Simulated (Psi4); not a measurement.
# GeH3S (SMILES [SH][GeH2]): UB3LYP/def2-TZVP

Aim: the vertical doublet–quartet gap of GeH3S at UB3LYP/def2-TZVP, from 2 runs. 

The calculation is run with Psi4 1.11.

6 further runs of the same task are left out: 3 that didn't finish, 3 set aside as unsound or not needed.

## (1) The molecule

The species is GeH3S (5 atoms), meant as a doublet with charge 0. As SMILES, `[SH][GeH2]`. Geometry: relaxed at PBE0-D4/def2-TZVP. This is one conformer, not always the lowest.

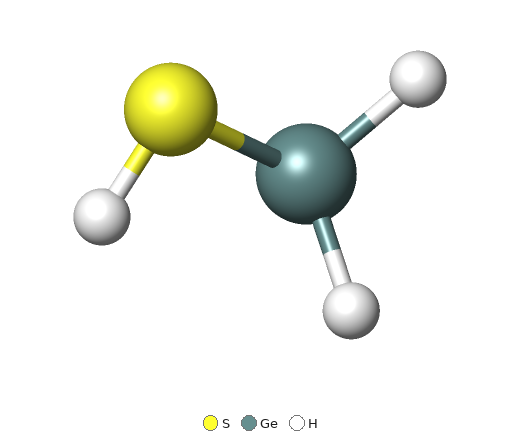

The structure, seen from a chosen angle (sulfur yellow, germanium teal, hydrogen white).

## (2) The energy at UB3LYP/def2-TZVP

Contents of job.json:

```json
{
 "schema_name": "qcschema_input",
 "schema_version": 1,
 "molecule": {
  "schema_name": "qcschema_molecule",
  "schema_version": 2,
  "symbols": ["S", "Ge", "H", "H", "H"],
  "geometry": [2.15164217, -1.51782802, 1.24627438, -0.73604833, 1.28369096, 0.05688076, 0.46525057, -3.3616338, 1.69054899, -2.57777541, 0.03703863, -1.84966393, 0.79103936, 3.41927045, -1.22246383],
  "molecular_charge": 0,
  "molecular_multiplicity": 2,
  "fix_symmetry": "c1",
  "fix_com": true,
  "fix_orientation": true
 },
 "driver": "energy",
 "model": {
  "method": "b3lyp",
  "basis": "def2-TZVP"
 },
 "keywords": {
  "reference": "uks",
  "puream": true,
  "e_convergence": 1e-09,
  "d_convergence": 1e-08,
  "scf_type": "pk",
  "dft_radial_points": 99,
  "dft_spherical_points": 590,
  "maxiter": 200
 }
}
```

On the command line:

```sh
psi4 --qcschema job.json -n 1 --memory 1600MB
```

stdout:

```text
[...]
  Running in c1 symmetry.
[...]
  Nuclear repulsion =  162.595028555742687
[...]
  Multiplicity = 2
[...]
  Nalpha       = 26
  Nbeta        = 25
[...]
    Number of basis functions: 103
[...]
   @UKS iter   1: -2475.14894428360822   -1.44407e+00   3.13875e-02 DIIS/ADIIS
[...]
   @UKS iter  15: -2477.05788703132521   -1.36424e-12   5.25802e-09 DIIS
[...]
   @S^2 Observed:                7.524754903E-01
[...]
    Orbital Energies [Eh]
    ---------------------
    Alpha Occupied:
       1A   -398.752995     2A    -88.865528     3A    -49.794837
       4A    -44.316665     5A    -44.315423     6A    -44.314646
       7A     -7.943291     8A     -6.229385     9A     -5.905296
      10A     -5.903258    11A     -5.899252    12A     -4.403094
      13A     -4.400361    14A     -4.398161    15A     -1.225619
      16A     -1.224317    17A     -1.222741    18A     -1.221800
      19A     -1.220364    20A     -0.741485    21A     -0.545401
      22A     -0.420240    23A     -0.356689    24A     -0.339251
      25A     -0.291340    26A     -0.212940
    Alpha Virtual:
[...]
  @UKS Final Energy: -2477.05788703132521
   => Energetics <=
    Nuclear Repulsion Energy =            162.5950285557426866
    One-Electron Energy =               -3770.6381280674045229
    Two-Electron Energy =                1216.1937826068401591
    DFT Exchange-Correlation Energy =     -85.2085701265036590
    Empirical Dispersion Energy =           0.0000000000000000
    VV10 Nonlocal Energy =                  0.0000000000000000
    Total Energy =                      -2477.0578870313252082
[...]
 Multipole Moments:
 ------------------------------------------------------------------------------------
     Multipole            Electronic (a.u.)      Nuclear  (a.u.)        Total (a.u.)
 ------------------------------------------------------------------------------------
 L = 1.  Multiply by 2.5417464519 to convert [e a0] to [Debye]
 Dipole X            :         -9.9372434            9.5512427           -0.3860007
 Dipole Y            :        -16.9386085           16.8875377           -0.0510709
 Dipole Z            :        -20.3904837           20.3789956           -0.0114880
 Magnitude           :                                                    0.3895340
[...]
```

The result, in JSON:

```text
{
 "driver": "energy",
 "model": {
  "method": "b3lyp",
  "basis": "def2-TZVP"
 },
 "success": true,
 "return_result": -2477.057887031325,
 "properties": {
  "calcinfo_nbasis": 103,
  "calcinfo_nmo": 103,
  "calcinfo_nalpha": 26,
  "calcinfo_nbeta": 25,
  "calcinfo_natom": 5,
  "nuclear_repulsion_energy": 162.5950285557427,
  "return_energy": -2477.057887031325,
  "scf_one_electron_energy": -3770.6381280674045,
  "scf_two_electron_energy": 1216.1937826068402,
  "scf_xc_energy": -85.20857012650366,
  "scf_dipole_moment": [-0.3860007237886478, -0.0510708692071411, -0.011488043028446526],
  "scf_total_energy": -2477.057887031325,
  "scf_iterations": 15
 }
}
```

Run time: 62 s. Hardware: 1 thread of Intel Xeon at 2.50GHz (Skylake/Cascade Lake), shared host; peak memory 0.7 GiB.

## (3) The quartet: energy and forces at UB3LYP/def2-TZVP

Contents of job.in:

```
memory 1600 mb

molecule molecule1 {
  0 4
  S      1.138600    -0.803200     0.659500
  Ge    -0.389500     0.679300     0.030100
  H      0.246200    -1.778900     0.894600
  H     -1.364100     0.019600    -0.978800
  H      0.418600     1.809400    -0.646900
  units angstrom
  symmetry c1
}

set {
  basis def2-TZVP
  reference uks
  puream true
  e_convergence 1e-09
  d_convergence 1e-08
  scf_type pk
  dft_radial_points 99
  dft_spherical_points 590
  maxiter 200
}

result, w = gradient('b3lyp', return_wfn=True)
oeprop(w, 'LOWDIN_CHARGES', 'QUADRUPOLE', 'MAYER_INDICES')
```

On the command line:

```sh
psi4 -i job.in -o job.out -n 1
```

job.out, shortened:

```text
[...]
  Running in c1 symmetry.
[...]
  Nuclear repulsion =  162.595028682439732
[...]
  Multiplicity = 4
[...]
  Nalpha       = 27
  Nbeta        = 24
[...]
    Number of basis functions: 103
[...]
   @UKS iter   1: -2475.00242679657777   -1.29756e+00   3.12324e-02 DIIS/ADIIS
[...]
   @UKS iter  20: -2476.84486004368091   -2.72848e-12   5.28115e-09 DIIS
[...]
   @S^2 Observed:                3.755463397E+00
[...]
  @UKS Final Energy: -2476.84486004368091
   => Energetics <=
    Nuclear Repulsion Energy =            162.5950286824397324
    One-Electron Energy =               -3769.8167773973264048
    Two-Electron Energy =                1215.5871404748795612
    DFT Exchange-Correlation Energy =     -85.2102518036737422
    Empirical Dispersion Energy =           0.0000000000000000
    VV10 Nonlocal Energy =                  0.0000000000000000
    Total Energy =                      -2476.8448600436809102
[...]
  -Total Gradient:
     Atom            X                  Y                   Z
    ------   -----------------  -----------------  -----------------
       1       -0.100761212866     0.006247556119    -0.017581993700
       2        0.043355981411    -0.034312798152     0.019604311105
       3        0.046122508289     0.029995604942    -0.004135143672
       4        0.012106051249    -0.000015368261     0.004158416423
       5       -0.000823611267    -0.001913303051    -0.002046852903
[...]
 Multipole Moments:
 ------------------------------------------------------------------------------------
     Multipole            Electronic (a.u.)      Nuclear  (a.u.)        Total (a.u.)
 ------------------------------------------------------------------------------------
 L = 1.  Multiply by 2.5417464519 to convert [e a0] to [Debye]
 Dipole X            :         -3.2718366            3.4401093            0.1682728
 Dipole Y            :          4.7470734           -4.8669008           -0.1198274
 Dipole Z            :         -0.1918324            0.4043580            0.2125256
 Magnitude           :                                                    0.2963806
 L = 2.  Multiply by 1.3450342976 to convert [e a0^2] to [Debye ang]
 Quadrupole XX       :       -124.2266577           97.3399964          -26.8866613
 Quadrupole XY       :         85.1804106          -84.9343142            0.2460964
[...]
```

It took 1.8 min on 1 thread of Intel Xeon at 2.50GHz (Skylake/Cascade Lake), shared host; peak memory 0.7 GiB.

## (4) What came out

Level: UB3LYP/def2-TZVP.

| quantity | value |
| --- | --- |
| doublet: total energy | -2477.05789 Eh |
| doublet: dipole moment | 0.99 D |
| doublet: HOMO energy (highest over α and β) | -5.79 eV |
| doublet: LUMO energy (lowest over α and β) | -3.31 eV |
| doublet: ⟨S²⟩ | 0.752 |
| quartet: total energy | -2476.84486 Eh |
| quartet: dipole moment | 0.75 D |
| quartet: HOMO energy (highest over α and β) | -2.08 eV |
| quartet: ⟨S²⟩ | 3.755 |
| quartet: largest force on an atom | 5.269 eV/Å |
| vertical energy of the quartet above the doublet | 5.797 eV |

At this shape the quartet lies 5.80 eV (559 kJ/mol) above the doublet.
